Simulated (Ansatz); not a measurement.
**CHGeI (SMILES [CH]#[Ge][I]): density, localisation and related maps**

Input file:

```
crystal:
  periodic: [false, false, false]
  atoms:
    - {symbol: C, position_ang: [0.805635, 1.188582, -0.260393]}
    - {symbol: Ge, position_ang: [0.547946, -0.367528, 0.507482]}
    - {symbol: I, position_ang: [2.436422, -2.051635, 0.690717]}
    - {symbol: H, position_ang: [0.300505, 2.124281, -0.524824]}
basis:
  gaussian:
    orbitals: def2-TZVPD
hamiltonian:
  xc: pbe0
output: {forces: true, orbitals: {seedname: orbitals}}
```

Command:

```sh
ansatz run input.yaml --threads 1 --pin off --max-ram 2610MiB --events-out events.jsonl --progress --plain --runs-dir runs
```

Geometry: B3LYP-D3(BJ)/def2-SVP; core potentials replace the inner electrons of I.

Method: isolated molecule in a Gaussian basis; Kohn-Sham density functional theory, functional PBE0 (Ansatz).

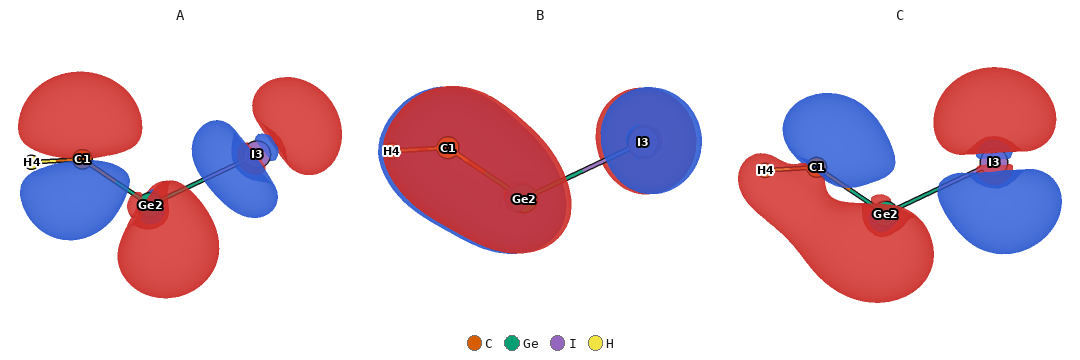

Figure 1. Three frontier orbitals at ±0.08 Å⁻³ᐟ² (red and blue are the two phases), in no order.

Q: Order the three orbitals by energy and name them.

A: C is the HOMO−1 (−7.49 eV). By Hirshfeld shares it lies mainly on I3 (about 40 %), Ge2 (about 30 %) and C1 (about 25 %); it is symmetric in the molecular plane (an in-plane orbital: σ, lone-pair or in-plane π type). B is the HOMO (−6.78 eV). By Hirshfeld shares it lies mainly on C1 (about 50 %), Ge2 (about 30 %) and I3 (about 15 %); it changes sign across the molecular plane (π type); π-bonding across C1–Ge2; π-antibonding (a node) across Ge2–I3. A is the LUMO (−3.97 eV). It lies mainly on C1 (about 45 %), Ge2 (about 30 %) and I3 (about 20 %); it is symmetric in the molecular plane (an in-plane orbital: σ, lone-pair or in-plane π type).

Q: What is the HOMO–LUMO gap?

A: 2.81 eV between the orbital energies.

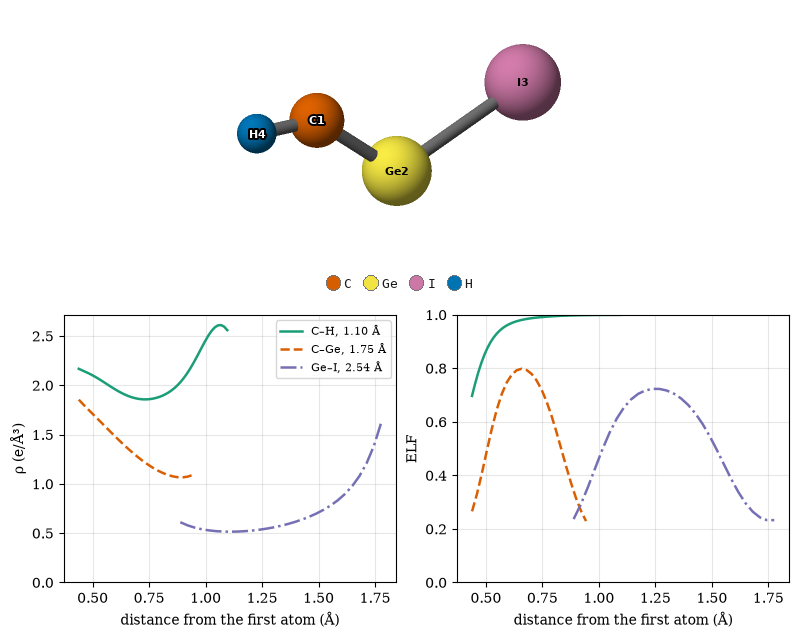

Figure 2. Electron density and ELF along straight lines between neighbouring atoms. The curves leave out the atomic cores. The structure is drawn too.

Q: Compare the contacts.

A: C–H (1.10 Å): ρ at the midpoint is about 2 e/Å³; the ELF climbs to about 1 towards the hydrogen, as it does in any bond to H: an ordinary covalent bond to hydrogen.
C–Ge (1.75 Å): ρ is about 1.1 e/Å³ halfway; the ELF peaks at about 0.80 in the valence shell of C, 0.7 Å from its nucleus, and is about 0.35 at the midpoint.
Ge–I (2.54 Å): ρ is about 0.55 e/Å³ halfway; the ELF peaks at about 0.70 in the valence shell of I, 1.3 Å from its nucleus, and is about 0.70 at the midpoint.

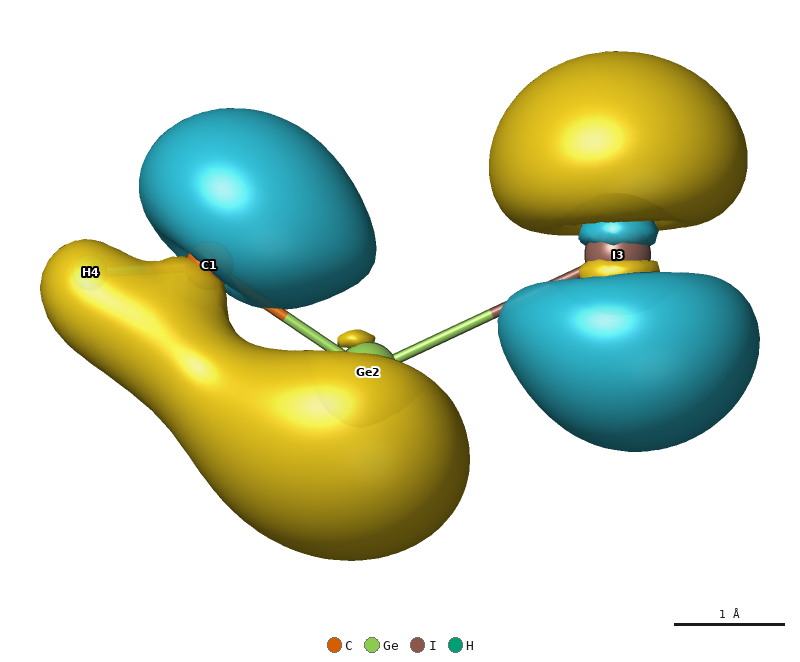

Figure 3. The HOMO−1 at ±0.1 Å⁻³ᐟ² (yellow and cyan are the two phases), seen across its widest extent.

Q: Describe this orbital and give its energy.

A: It lies mainly on I3 (about 40 %), Ge2 (about 30 %) and C1 (about 25 %); it is symmetric in the molecular plane (an in-plane orbital: σ, lone-pair or in-plane π type). Its energy is −7.49 eV.
